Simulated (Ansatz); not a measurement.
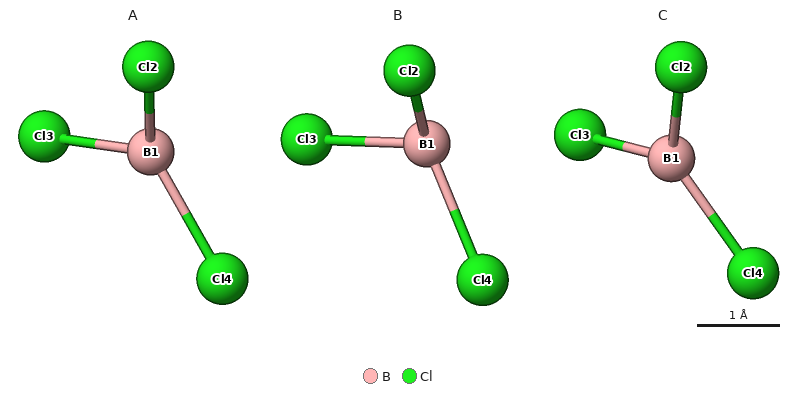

3 geometries from one relaxation of BCl3, in shuffled order. The picture is a ball-and-stick view, seen from a free direction.

It is one of the separated reactants of a reaction.

All numbers below come from Ansatz 0.2.0, RKS PBE0-D4/def2-TZVP. (force threshold 0.005 eV/Å; at most 200 steps)

Question: Put them in the order of the run, from the start to the converged end.

Answer: B, A, C. They are steps 0, 1, 4, at +97.6 kJ/mol, +29.8 kJ/mol relative to the last. Over 4 geometry steps the energy falls by 97.6 kJ/mol. Largest force component: 3.2 eV/Å at the start, 0.0029 eV/Å at the end. B1 moves most after the best rigid fit: 0.36 Å. By element the largest moves are B 0.36 Å, Cl 0.12 Å. Near-neighbour distances that change, for instance: B1–Cl2 1.827 → 1.737 Å. Bond angles that change, for instance: Cl2–B1–Cl3 113.5° → 120.0°. Cost: 8.5 s on 4 threads of Arm Neoverse V1, with other jobs on the host.
